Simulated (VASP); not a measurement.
Band structure of PdIn (CsCl type). Level of theory: PBE GGA, VASP's PBE PAW potentials (set 64) (plane waves; VASP).

Unless said otherwise, spin-orbit coupling is left out, though it shifts the bands of the heavy elements here.

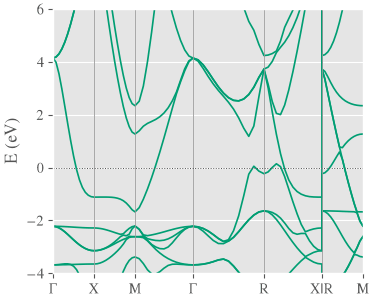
*Bands along high-symmetry lines, zero at the valence-band maximum or, without a gap, the Fermi level*

Task: Read the plot: is there a gap, and where are the band edges?

Result: It has no gap at this level: it comes out as a metal or semimetal. (Edges off the drawn lines would not show.)

The compound is PdIn in the CsCl type structure. It was relaxed first, which changed the volume by +6 %. The electron count is odd and the run is not spin-polarised, which forces a metal.
